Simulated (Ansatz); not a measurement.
# C2H6AlN: the cost of one run

Program: Ansatz 0.2.0. Level of theory: RKS BLYP/def2-SVP. These are calculated values, not measurements.

**1. The system as given**

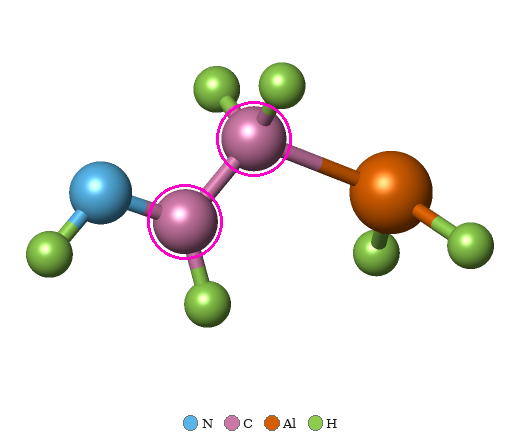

The starting structure, seen from a chosen angle (nitrogen blue, carbon pink, aluminium orange, hydrogen green). Ringed: C2, C3.

Coordinates:

```xyz
10

N    -1.4790   -0.8830   -1.3634
C    -0.8279   -0.1103   -0.5907
C     0.4022   -0.6548   -0.0065
Al    1.4195    0.6856    1.1882
H    -2.3937   -0.4808   -1.8107
H    -1.1512    0.9209   -0.3673
H     0.2243   -1.5542    0.6164
H     1.1767   -0.9225   -0.8104
H     0.6585    1.0238    2.6346
H     2.0536    1.9241    0.5127
```

**2. Relaxing end A**

input.yaml reads:

```yaml
crystal:
  periodic: [false, false, false]
  atoms:
    - { symbol: "N", position_ang: [-1.479, -0.883, -1.3634] }
    - { symbol: C, position_ang: [-0.8279, -0.1103, -0.5907] }
    - { symbol: C, position_ang: [0.4022, -0.6548, -0.0065] }
    - { symbol: Al, position_ang: [1.4195, 0.6856, 1.1882] }
    - { symbol: H, position_ang: [-2.3937, -0.4808, -1.8107] }
    - { symbol: H, position_ang: [-1.1512, 0.9209, -0.3673] }
    - { symbol: H, position_ang: [0.2243, -1.5542, 0.6164] }
    - { symbol: H, position_ang: [1.1767, -0.9225, -0.8104] }
    - { symbol: H, position_ang: [0.6585, 1.0238, 2.6346] }
    - { symbol: H, position_ang: [2.0536, 1.9241, 0.5127] }
basis:
  gaussian: { orbitals: def2-SVP }
hamiltonian:
  xc: blyp
relax:
  f_tol: 0.015
  max_steps: 40
```

Started as:

```
$ ansatz run input.yaml --threads 1 --pin off --max-ram 2048MiB --backend cpu --events-out ev --progress --plain --runs-dir out
```

Q: Estimate wall time and peak memory on 1 thread of Intel Xeon at 2.50GHz (Skylake/Cascade Lake), shared host.

About 3.4 min, with a peak of 0.13 GiB.
